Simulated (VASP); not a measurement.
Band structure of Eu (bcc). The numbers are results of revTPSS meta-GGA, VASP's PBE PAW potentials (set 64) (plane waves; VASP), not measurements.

The 4f electrons are frozen in the core of the lanthanide potential, so 4f levels, which can set the real gap, and their magnetism are missing.

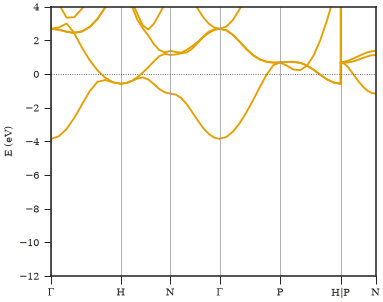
Figure: Bands along high-symmetry lines, zero at the valence-band maximum or, without a gap, the Fermi level

### Question
Read the plot: is there a gap, and where are the band edges?

### Answer
It has no gap at this level: it comes out as a metal or semimetal.

The compound is Eu in the bcc structure. It was relaxed first, which changed the volume by -14 %.
